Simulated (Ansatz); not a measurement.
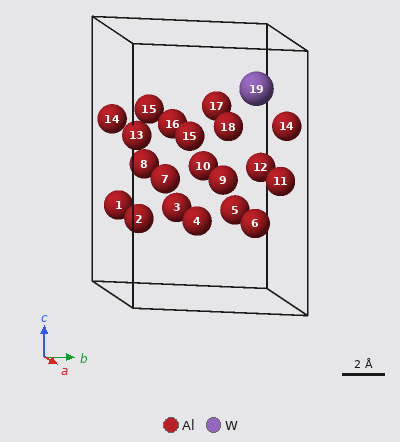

The input geometry (spheres-only view of the cell of the calculation, with the vacuum cut short, seen slightly off an axis; atoms are numbered from 1 in the order of the input). An atom can appear more than once, as a periodic image.

Nudged elastic band of Al18W (part 1 of 2)

Al18W (slab, 19 atoms in the cell), computed with DFT PBE-D3(BJ), scalar-relativistic, plane waves, PAW, PAW set soft_1, no spin polarisation (Ansatz 0.2.0).

The input holds or restrains some coordinates. It belongs to a series of runs on one base structure; here: band between the two ends. Figures and captions count atoms from 1; the log counts them from 0 in places.

The program's output
```
Warning: neb: disabling space-group detection — the band's intermediate images generally break the endpoint symmetry, so no spatial operation reduces the k-mesh or symmetrises the density, except that a semilocal band can use its path's symmetry ahead of convergence; time reversal is kept, so that k and −k are solved as one point where they differ and the mesh holds both, and exact exchange and, on two spinor components, a DFT+U term hold to it where the run has them: on two components no moment then forms, and a state that bears one, which a typed moment (crystal.atoms[].spin; refused beside efield: under a hybrid functional) reaches, can lie lower, under hf by electronvolts; crystal.symmetry.detect: false (a key that needs symmetry detection or time reversal refuses this as the deck is read) with time_reversal: false beside it drops time reversal too
Engine: ansatz 0.2.0, aarch64-unknown-linux-gnu
Pseudopotentials: kind: paw
Pseudopotential: Al, paw, valence charge 3, recommended cutoff 420 eV (normal), [file]
Pseudopotential: W, paw, valence charge 14, recommended cutoff 420 eV (normal), [file]
Functional definition: PBE
  parameter kappa = 0.804
  parameter beta = 0.06672455060314922
  exchange = pbe_x(kappa = kappa, mu = beta*pi^2/3)
  correlation = pbe_c(beta = beta)
parallel-image band execution: 2 concurrent image workers
NEB image 0
Crystal: 19 atoms, lattice volume = 753.285 Å³
Basis set: ecut = 420 eV, 14769 PW (Γ), exchange–correlation on 80×120×240 points (8 copies of the dense FFT grid, shifted against one another)
Bands: 53, of which v1, the nominal top of the filled ones, is band 34 counted from 1 (33 counted from 0)
Symmetry: 1 space group operations
k-points: 7 of 12 (time reversal used)
Non-local potential: Al, projectors of the file, l = 0: 2, l = 1: 2, l = 2: 1
Non-local potential: W, projectors of the file, l = 0: 3, l = 1: 2, l = 2: 2, l = 3: 1
PAW form: soft (Blöchl's): semilocal exchange-correlation on the pseudo side does not see the compensation charge
PAW one-centre angular grid: Al, 110 points (default); XC on 64 Gauss nodes
PAW one-centre angular grid: W, 590 points (default); XC on 64 Gauss nodes
Initial density: superposition of atomic densities (neutral atoms: chi_scale 0, normalization atom)
Initial wavefunctions: pseudopotential atomic-orbital guess
Functional: x = pbe(κ = 0.804, μ = 0.2195149727645171), c = pbe(β = 0.06672455060314922)
SCF iter   1: F=—  HF=-20062.031031 eV  |F-HF|=—  |Δ(HF+E_count)|=         —  Δρ=2.53e-2  dr2=2.46e1  ethr=3.10e-3  ⟨swp⟩=8.6  Hψ=2123  notcnv=0  defer=1
preconditioner: auto → LDOS  [metal: Δε(μ)=0.036 eV  Ē_g=5.992 eV  σ=0.100 eV  W_gap=0.20  n_scr=76 (ndim 8)  ℏωp=10.5 eV  f_vac=0.408  D(μ)=10.10/eV (n_scr^D=48)  β→1.0]
SCF iter   2: F=—  HF=-20058.316435 eV  |F-HF|=—  |Δ(HF+E_count)|=    3.71e0  Δρ=1.89e-2  dr2=1.02e1  ethr=3.10e-3  ⟨swp⟩=4.0  Hψ=929  notcnv=0  defer=69
SCF iter   3: F=—  HF=-20057.159397 eV  |F-HF|=—  |Δ(HF+E_count)|=    1.16e0  Δρ=5.43e-3  dr2=8.71e-1  ethr=3.10e-3  ⟨swp⟩=3.7  Hψ=930  notcnv=0  defer=59
SCF iter   4: F=—  HF=-20056.973377 eV  |F-HF|=—  |Δ(HF+E_count)|=   1.86e-1  Δρ=1.61e-3  dr2=8.54e-2  ethr=1.28e-3  ⟨swp⟩=2.9  Hψ=587  notcnv=0  defer=59
SCF iter   5: F=—  HF=-20056.965996 eV  |F-HF|=—  |Δ(HF+E_count)|=   7.38e-3  Δρ=7.41e-4  dr2=1.11e-2  ethr=1.26e-4  ⟨swp⟩=2.1  Hψ=475  notcnv=0  defer=59
SCF iter   6: F=—  HF=-20056.966229 eV  |F-HF|=—  |Δ(HF+E_count)|=   2.33e-4  Δρ=2.26e-4  dr2=1.10e-3  ethr=1.63e-5  ⟨swp⟩=2.1  Hψ=492  notcnv=0  defer=59
SCF iter   7: F=—  HF=-20056.966325 eV  |F-HF|=—  |Δ(HF+E_count)|=   9.60e-5  Δρ=8.73e-5  dr2=1.88e-4  ethr=1.62e-6  ⟨swp⟩=2.6  Hψ=525  notcnv=0  defer=59
SCF iter   8: F=—  HF=-20056.966323 eV  |F-HF|=—  |Δ(HF+E_count)|=   1.82e-6  Δρ=1.67e-5  dr2=2.21e-6  ethr=2.77e-7  ⟨swp⟩=2.3  Hψ=452  notcnv=0  defer=59
SCF iter   9: F=—  HF=-20056.966177 eV  |F-HF|=—  |Δ(HF+E_count)|=   1.46e-4  Δρ=6.12e-6  dr2=1.12e-6  ethr=3.25e-9  ⟨swp⟩=3.4  Hψ=762  notcnv=0  defer=59
SCF iter  10: F=-20056.966178 eV  HF=-20056.966178 eV  |F-HF|=1.78e-8  |Δ(HF+E_count)|=   7.91e-8  Δρ=1.63e-6  dr2=4.18e-8  ethr=1.47e-10  ⟨swp⟩=3.7  Hψ=1360  notcnv=0
SCF 1 converged in 10 iterations: F = -20056.966178 eV  dr2 = 4.18e-8
  greatest PAW one-centre occupation: 0.999 electrons in one spin orbital (limit 2), on the W atom at site 18 (counted from 0), in its partial waves of l = 0
NSCF: frozen V_eff on 7 k-points
NEB image 8
SCF iter   1: F=—  HF=-20062.027078 eV  |F-HF|=—  |Δ(HF+E_count)|=         —  Δρ=2.53e-2  dr2=2.46e1  ethr=3.10e-3  ⟨swp⟩=8.6  Hψ=2125  notcnv=0  defer=1
preconditioner: auto → LDOS  [metal: Δε(μ)=0.037 eV  Ē_g=5.990 eV  σ=0.100 eV  W_gap=0.20  n_scr=76 (ndim 8)  ℏωp=10.5 eV  f_vac=0.408  D(μ)=10.17/eV (n_scr^D=48)  β→1.0]
SCF iter   2: F=—  HF=-20058.308457 eV  |F-HF|=—  |Δ(HF+E_count)|=    3.72e0  Δρ=1.88e-2  dr2=1.01e1  ethr=3.10e-3  ⟨swp⟩=4.0  Hψ=927  notcnv=0  defer=69
SCF iter   3: F=—  HF=-20057.157296 eV  |F-HF|=—  |Δ(HF+E_count)|=    1.15e0  Δρ=5.41e-3  dr2=8.64e-1  ethr=3.10e-3  ⟨swp⟩=3.7  Hψ=930  notcnv=0  defer=59
SCF iter   4: F=—  HF=-20056.973028 eV  |F-HF|=—  |Δ(HF+E_count)|=   1.84e-1  Δρ=1.60e-3  dr2=8.44e-2  ethr=1.27e-3  ⟨swp⟩=2.9  Hψ=587  notcnv=0  defer=59
SCF iter   5: F=—  HF=-20056.965690 eV  |F-HF|=—  |Δ(HF+E_count)|=   7.34e-3  Δρ=7.35e-4  dr2=1.10e-2  ethr=1.24e-4  ⟨swp⟩=2.1  Hψ=475  notcnv=0  defer=59
SCF iter   6: F=—  HF=-20056.965905 eV  |F-HF|=—  |Δ(HF+E_count)|=   2.15e-4  Δρ=2.24e-4  dr2=1.07e-3  ethr=1.62e-5  ⟨swp⟩=2.1  Hψ=477  notcnv=0  defer=59
SCF iter   7: F=—  HF=-20056.966013 eV  |F-HF|=—  |Δ(HF+E_count)|=   1.09e-4  Δρ=8.57e-5  dr2=1.79e-4  ethr=1.58e-6  ⟨swp⟩=2.6  Hψ=541  notcnv=0  defer=59
SCF iter   8: F=—  HF=-20056.966010 eV  |F-HF|=—  |Δ(HF+E_count)|=   3.34e-6  Δρ=1.63e-5  dr2=2.11e-6  ethr=2.64e-7  ⟨swp⟩=2.4  Hψ=473  notcnv=0  defer=59
SCF iter   9: F=—  HF=-20056.965866 eV  |F-HF|=—  |Δ(HF+E_count)|=   1.44e-4  Δρ=5.96e-6  dr2=1.03e-6  ethr=3.10e-9  ⟨swp⟩=3.3  Hψ=731  notcnv=0  defer=59
SCF iter  10: F=-20056.965866 eV  HF=-20056.965866 eV  |F-HF|=1.58e-8  |Δ(HF+E_count)|=   7.58e-8  Δρ=1.54e-6  dr2=3.56e-8  ethr=1.47e-10  ⟨swp⟩=3.7  Hψ=1371  notcnv=0
SCF 2 converged in 10 iterations: F = -20056.965866 eV  dr2 = 3.56e-8
NSCF: frozen V_eff on 7 k-points
NEB end point (image 0): max|allowed force component| = 1.842e-2 eV/Å (the criterion of neb.relax_end_points is 1.000e-2)
NEB end point (image 8): max|allowed force component| = 1.672e-2 eV/Å (the criterion of neb.relax_end_points is 1.000e-2)
NEB image 1
SCF iter   1: F=—  HF=-20061.214727 eV  |F-HF|=—  |Δ(HF+E_count)|=         —  Δρ=2.43e-2  dr2=2.64e1  ethr=3.10e-3  ⟨swp⟩=8.7  Hψ=2139  notcnv=0  defer=1
preconditioner: auto → LDOS  [metal: Δε(μ)=0.026 eV  Ē_g=5.928 eV  σ=0.100 eV  W_gap=0.15  n_scr=76 (ndim 8)  ℏωp=10.5 eV  f_vac=0.403  D(μ)=8.89/eV (n_scr^D=42)  β→1.0]
SCF iter   2: F=—  HF=-20057.993552 eV  |F-HF|=—  |Δ(HF+E_count)|=    3.22e0  Δρ=2.16e-2  dr2=2.29e1  ethr=3.10e-3  ⟨swp⟩=4.0  Hψ=914  notcnv=0  defer=72
[...]
NEB image 2
preconditioner: auto → LDOS  [metal: Δε(μ)=0.037 eV  Ē_g=5.897 eV  σ=0.100 eV  W_gap=0.20  n_scr=76 (ndim 8)  ℏωp=10.5 eV  f_vac=0.399  D(μ)=8.87/eV (n_scr^D=42)  β→1.0]
NEB image 3
preconditioner: auto → LDOS  [metal: Δε(μ)=0.061 eV  Ē_g=5.874 eV  σ=0.100 eV  W_gap=0.32  n_scr=76 (ndim 8)  ℏωp=10.5 eV  f_vac=0.396  D(μ)=10.66/eV (n_scr^D=52)  β→1.0]
NEB image 4
preconditioner: auto → LDOS  [metal: Δε(μ)=0.053 eV  Ē_g=5.870 eV  σ=0.100 eV  W_gap=0.28  n_scr=76 (ndim 8)  ℏωp=10.5 eV  f_vac=0.396  D(μ)=12.32/eV (n_scr^D=66)  β→1.0]
NEB image 5
preconditioner: auto → LDOS  [metal: Δε(μ)=0.060 eV  Ē_g=5.879 eV  σ=0.100 eV  W_gap=0.33  n_scr=76 (ndim 8)  ℏωp=10.5 eV  f_vac=0.396  D(μ)=12.72/eV (n_scr^D=70)  β→1.0]
NEB image 6
preconditioner: auto → LDOS  [metal: Δε(μ)=0.026 eV  Ē_g=5.894 eV  σ=0.100 eV  W_gap=0.14  n_scr=76 (ndim 8)  ℏωp=10.5 eV  f_vac=0.399  D(μ)=12.52/eV (n_scr^D=70)  β→1.0]
NEB image 7
preconditioner: auto → LDOS  [metal: Δε(μ)=0.007 eV  Ē_g=5.927 eV  σ=0.100 eV  W_gap=0.04  n_scr=76 (ndim 8)  ℏωp=10.5 eV  f_vac=0.403  D(μ)=11.45/eV (n_scr^D=60)  β→1.0]
NEB iter   1: max|band force component| = 2.609e0 eV/Å  barrier→ = 1.6118 eV  barrier← = 1.6115 eV  Δτ_max = 0.2000 Å  (98 SCF iters)
NEB image 1
Initial density: handed on by an earlier stage of this run
Initial wavefunctions: those handed on with the density
preconditioner: auto → LDOS  [metal: Δε(μ)=0.007 eV  Ē_g=5.641 eV  σ=0.100 eV  W_gap=0.04  n_scr=76 (ndim 8)  ℏωp=10.5 eV  f_vac=0.432  D(μ)=10.82/eV (n_scr^D=52)  β→1.0]
NEB image 2
preconditioner: auto → LDOS  [metal: Δε(μ)=0.049 eV  Ē_g=5.606 eV  σ=0.100 eV  W_gap=0.26  n_scr=76 (ndim 8)  ℏωp=10.5 eV  f_vac=0.427  D(μ)=11.46/eV (n_scr^D=60)  β→1.0]
NEB image 3
preconditioner: auto → LDOS  [metal: Δε(μ)=0.064 eV  Ē_g=5.589 eV  σ=0.100 eV  W_gap=0.33  n_scr=76 (ndim 8)  ℏωp=10.5 eV  f_vac=0.424  D(μ)=10.94/eV (n_scr^D=52)  β→1.0]
NEB image 4
preconditioner: auto → LDOS  [metal: Δε(μ)=0.017 eV  Ē_g=5.580 eV  σ=0.100 eV  W_gap=0.09  n_scr=76 (ndim 8)  ℏωp=10.5 eV  f_vac=0.424  D(μ)=10.99/eV (n_scr^D=52)  β→1.0]
NEB image 5
preconditioner: auto → LDOS  [metal: Δε(μ)=0.072 eV  Ē_g=5.589 eV  σ=0.100 eV  W_gap=0.35  n_scr=76 (ndim 8)  ℏωp=10.5 eV  f_vac=0.425  D(μ)=12.49/eV (n_scr^D=70)  β→1.0]
NEB image 6
preconditioner: auto → LDOS  [metal: Δε(μ)=0.038 eV  Ē_g=5.607 eV  σ=0.100 eV  W_gap=0.21  n_scr=76 (ndim 8)  ℏωp=10.5 eV  f_vac=0.428  D(μ)=12.45/eV (n_scr^D=70)  β→1.0]
NEB image 7
preconditioner: auto → LDOS  [metal: Δε(μ)=0.074 eV  Ē_g=5.652 eV  σ=0.100 eV  W_gap=0.40  n_scr=76 (ndim 8)  ℏωp=10.5 eV  f_vac=0.434  D(μ)=9.50/eV (n_scr^D=42)  β→1.0]
NEB iter   2: max|band force component| = 1.330e0 eV/Å  barrier→ = 0.7523 eV  barrier← = 0.7519 eV  Δτ_max = 0.2000 Å  (60 SCF iters)
[... from here on the SCF iterations and repeated set-up lines of each step are left out, up to the last step ...]
NEB image 1
NEB image 2
NEB image 3
NEB image 4
NEB image 5
NEB image 6
NEB image 7
NEB iter   3: max|band force component| = 1.013e0 eV/Å  barrier→ = 0.5316 eV  barrier← = 0.5313 eV  Δτ_max = 0.1008 Å  (64 SCF iters)
NEB image 1
NEB image 2
NEB image 3
NEB image 4
NEB image 5
NEB image 6
NEB image 7
NEB iter   4: max|band force component| = 3.762e-1 eV/Å  barrier→ = 0.4121 eV  barrier← = 0.4118 eV  CI = image 5  Δτ_max = 0.1992 Å  (55 SCF iters)
NEB image 1
NEB image 2
NEB image 3
NEB image 4
NEB image 5
NEB image 6
NEB image 7
NEB iter   5: max|band force component| = 3.240e-1 eV/Å  barrier→ = 0.3752 eV  barrier← = 0.3749 eV  CI = image 5  Δτ_max = 0.1989 Å  (57 SCF iters)
NEB image 1
NEB image 2
NEB image 3
NEB image 4
NEB image 5
NEB image 6
NEB image 7
NEB iter   6: max|band force component| = 3.152e-1 eV/Å  barrier→ = 0.3636 eV  barrier← = 0.3633 eV  CI = image 4  Δτ_max = 0.2000 Å  (54 SCF iters)
NEB image 1
NEB image 2
NEB image 3
NEB image 4
NEB image 5
NEB image 6
NEB image 7
NEB iter   7: max|band force component| = 2.340e-1 eV/Å  barrier→ = 0.3609 eV  barrier← = 0.3606 eV  CI = image 4  Δτ_max = 0.1715 Å  (53 SCF iters)
NEB image 1
NEB image 2
NEB image 3
NEB image 4
NEB image 5
NEB image 6
NEB image 7
NEB iter   8: max|band force component| = 1.395e-1 eV/Å  barrier→ = 0.3569 eV  barrier← = 0.3566 eV  CI = image 4  Δτ_max = 0.0553 Å  (50 SCF iters)
NEB image 1
NEB image 2
NEB image 3
NEB image 4
NEB image 5
NEB image 6
NEB image 7
NEB iter   9: max|band force component| = 5.530e-2 eV/Å  barrier→ = 0.3546 eV  barrier← = 0.3543 eV  CI = image 4  Δτ_max = 0.0415 Å  (43 SCF iters)
NEB image 1
preconditioner: auto → LDOS  [metal: Δε(μ)=0.029 eV  Ē_g=5.608 eV  σ=0.100 eV  W_gap=0.16  n_scr=76 (ndim 8)  ℏωp=10.5 eV  f_vac=0.429  D(μ)=11.08/eV (n_scr^D=52)  β→1.0]
NEB image 2
preconditioner: auto → LDOS  [metal: Δε(μ)=0.037 eV  Ē_g=5.596 eV  σ=0.100 eV  W_gap=0.20  n_scr=76 (ndim 8)  ℏωp=10.5 eV  f_vac=0.428  D(μ)=12.66/eV (n_scr^D=70)  β→1.0]
NEB image 3
preconditioner: auto → LDOS  [metal: Δε(μ)=0.048 eV  Ē_g=5.584 eV  σ=0.100 eV  W_gap=0.26  n_scr=76 (ndim 8)  ℏωp=10.5 eV  f_vac=0.427  D(μ)=11.69/eV (n_scr^D=60)  β→1.0]
NEB image 4
preconditioner: auto → LDOS  [metal: Δε(μ)=0.077 eV  Ē_g=5.567 eV  σ=0.100 eV  W_gap=0.41  n_scr=76 (ndim 8)  ℏωp=10.5 eV  f_vac=0.425  D(μ)=9.77/eV (n_scr^D=44)  β→1.0]
NEB image 5
preconditioner: auto → LDOS  [metal: Δε(μ)=0.085 eV  Ē_g=5.568 eV  σ=0.100 eV  W_gap=0.44  n_scr=76 (ndim 8)  ℏωp=10.5 eV  f_vac=0.425  D(μ)=10.42/eV (n_scr^D=52)  β→1.0]
NEB image 6
preconditioner: auto → LDOS  [metal: Δε(μ)=0.015 eV  Ē_g=5.591 eV  σ=0.100 eV  W_gap=0.08  n_scr=76 (ndim 8)  ℏωp=10.5 eV  f_vac=0.430  D(μ)=11.60/eV (n_scr^D=60)  β→1.0]
NEB image 7
preconditioner: auto → LDOS  [metal: Δε(μ)=0.044 eV  Ē_g=5.608 eV  σ=0.100 eV  W_gap=0.24  n_scr=76 (ndim 8)  ℏωp=10.5 eV  f_vac=0.433  D(μ)=10.99/eV (n_scr^D=52)  β→1.0]
NEB image 1
NSCF: frozen V_eff on 7 k-points
NEB image 2
NSCF: frozen V_eff on 7 k-points
NEB image 3
NSCF: frozen V_eff on 7 k-points
NEB image 5
NSCF: frozen V_eff on 7 k-points
NEB image 6
NSCF: frozen V_eff on 7 k-points
NEB image 7
NSCF: frozen V_eff on 7 k-points
NEB image 4
NSCF: frozen V_eff on 7 k-points
the band table was solved once a step of the walk had ended and its energy, with any forces and stress, was formed, with the checks that follow a solve (2223 applications of the Hamiltonian). They found nothing against the state; the energy, forces and stress were not computed again (output.eigenvalues in the input reference)
NEB iter  10: max|band force component| = 1.634e-2 eV/Å  barrier→ = 0.3536 eV  barrier← = 0.3533 eV  CI = image 4  Δτ_max = 0.0000 Å  (43 SCF iters)
```

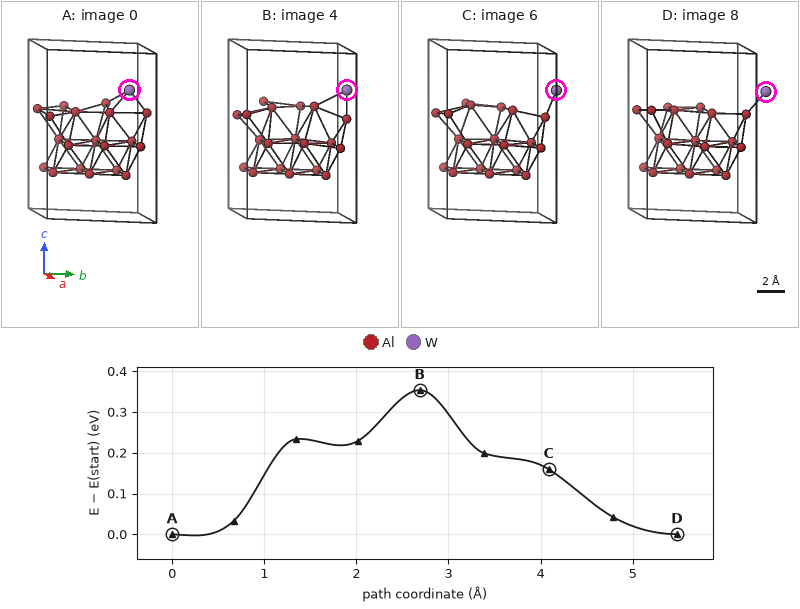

Images of the last band (counted from 0; ball-and-stick, simulation cell, with the vacuum cut short, seen slightly off an axis), with the moving atom and its periodic copies ringed, above the energy along the path; the line is a cubic interpolation that uses the forces. The highest image is number 4, 0.354 eV above the start and 0.353 eV above the end (the climbing image); start and end have the same energy. The path is 5.48 Å long, and W19 moves most (2.86 Å). The band converged in 10 iterations. The end points carry forces over 0.1 eV/Å, so they aren't fully relaxed minima and the barriers are approximate.

```
Free energy (F): -20056.612544 eV
Harris-Foulkes:  -20056.612544 eV  (|F-HF|=1.13e-8)
Internal energy: -20056.563242 eV  (E = F + TS)
E sigma→0 (E₀):  -20056.587893 eV
Entropy (-TS):   -0.049302 eV (-2.595 meV/atom)
Fermi energy:    1.330116 eV
--- Per-component energies (eV) ---
  E_band       = -508.984519
  E_kinetic    = 806.085627
  E_local      = -9749.102501  (includes V_loc(G=0)·N_el)
  E_nonlocal   = 159.335002
  E_hartree    = 4617.494411
  E_xc         = -930.067878
  E_vxc        = -734.680773  (∫ρ·V_xc dr)
  E_paw        = -17027.184474  (= ΣΔE_a)
  E_vpaw       = -225.612031  (= ΣTr[D̂ρ^β])
  E_aug_tail   = 0.000117  (compensation charges beyond the density's cutoff)
  E_ewald      = 2071.441446
  E_disp       = -4.564992  (pairwise vdW)
  E_smearing   = -0.049302  (= −TS)
  E_closure    = -0.000000  (closes the sum)
  Σ components = -20056.612544   (vs F -20056.612544, Δ=0.00e0)
--- Forces (eV/Å), atoms counted from 1 ---
  atom   1  Al     0.02883329     0.01419528    -0.05866785
  atom   2  Al    -0.03763104     0.07933527    -0.00373021
  atom   3  Al     0.02248903     0.05765149     0.10303962
  atom   4  Al    -0.03744071     0.06660243     0.15829257
  atom   5  Al     0.10930914    -0.17427031    -0.16210549
  atom   6  Al    -0.07745170    -0.05306547    -0.04525177
  atom   7  Al     0.00116873    -0.00076658     0.00770086
  atom   8  Al    -0.00114730     0.00176320     0.01022041
[...]
  atom   9  Al     0.00107227    -0.00122945     0.00318264
  atom  10  Al    -0.00184562    -0.00685717     0.00513473
  atom  11  Al    -0.00431594    -0.00032072    -0.00248480
  atom  12  Al     0.00389146     0.00076061    -0.00260540
  atom  13  Al    -0.01302563     0.00943016     0.00434336
  atom  14  Al     0.00060049     0.01181244    -0.00992653
  atom  15  Al     0.00013485    -0.00410224    -0.00734075
  atom  16  Al     0.00631008     0.00139035    -0.00279569
  atom  17  Al    -0.00184790    -0.00257252    -0.00168576
  atom  18  Al    -0.00175726    -0.01540799     0.00343183
  atom  19  W      0.00264000     0.01565706     0.00120792
  max |Σ_I F_I| component: 4.03e-5 eV/Å
--- Band table (eV; the first three rows and the last of 7) ---
  k-point 0: bands = ["-72.0601", "-36.3854", "-36.3461", "-36.2696", "-9.0501", "-7.4259", "-6.4579", "-6.3438", "-5.0415", "-4.9023", "-4.7392", "-4.5019", "-4.4509", "-3.2235", "-3.1965", "-3.0539", "-2.8531", "-2.5009", "-2.3831", "-2.0388", "-1.8655", "-1.4839", "-0.9874", "-0.8558", "-0.5147", "-0.4373", "0.1494", "0.2374", "0.4083", "0.4796", "0.6134", "0.6510", "0.8622", "1.0810", "1.1631", "1.5493", "1.6898", "1.8791", "1.9124", "2.1347", "2.6656", "2.7518", "2.9273", "2.9886", "3.2279", "3.2572", "3.4994", "3.6670", "3.7934", "3.9805", "4.1235", "4.1766", "4.3310"]
  k-point 1: bands = ["-72.0601", "-36.3854", "-36.3461", "-36.2696", "-8.7642", "-7.8501", "-7.1377", "-6.2304", "-4.7604", "-4.6195", "-4.4094", "-4.2241", "-3.8784", "-3.7050", "-3.1206", "-2.8590", "-2.7251", "-2.4923", "-2.2051", "-1.9428", "-1.7236", "-1.6364", "-1.0837", "-0.9088", "-0.8550", "-0.7047", "-0.4871", "-0.3657", "-0.0809", "0.1171", "0.4239", "0.7213", "0.9440", "1.1366", "1.2690", "1.5175", "1.6781", "1.9311", "2.0839", "2.2138", "2.4881", "2.6273", "2.8071", "2.8679", "3.0149", "3.3313", "3.5657", "3.7668", "3.8373", "4.4899", "4.6615", "4.8306", "4.8592"]
  k-point 2: bands = ["-72.0601", "-36.3854", "-36.3461", "-36.2697", "-8.6797", "-7.0895", "-6.9852", "-6.0818", "-5.6927", "-5.3927", "-5.0685", "-4.6941", "-4.4778", "-4.0810", "-3.5108", "-3.0169", "-2.2977", "-2.1302", "-1.8545", "-1.6810", "-1.3457", "-1.1933", "-0.8879", "-0.4656", "-0.2910", "-0.1409", "-0.0527", "0.0944", "0.2286", "0.5375", "0.5800", "0.9356", "0.9846", "1.1178", "1.2170", "1.2650", "1.7208", "1.8593", "2.0378", "2.1738", "2.3258", "2.5557", "2.8696", "2.9759", "3.3319", "3.5622", "3.8082", "3.8926", "4.1511", "4.3429", "4.4636", "4.5503", "4.7029"]
  k-point 6: bands = ["-72.0601", "-36.3854", "-36.3461", "-36.2697", "-7.9546", "-7.6914", "-6.6100", "-6.3179", "-6.0924", "-5.5210", "-5.1180", "-4.9480", "-4.0013", "-3.9396", "-3.6828", "-3.6022", "-3.4605", "-2.6585", "-2.0771", "-1.6394", "-1.2650", "-1.0995", "-0.7637", "-0.5202", "0.0093", "0.1453", "0.4851", "0.5518", "0.6940", "0.9851", "1.1664", "1.3050", "1.3832", "1.5209", "1.6606", "1.9239", "1.9588", "2.1615", "2.3021", "2.4174", "2.5904", "2.8356", "2.9223", "3.1571", "3.3160", "3.4926", "3.6188", "3.8249", "4.0669", "4.2152", "4.3162", "4.5316", "4.6422"]
this run last wrote the band of iteration 10 to [file]
```
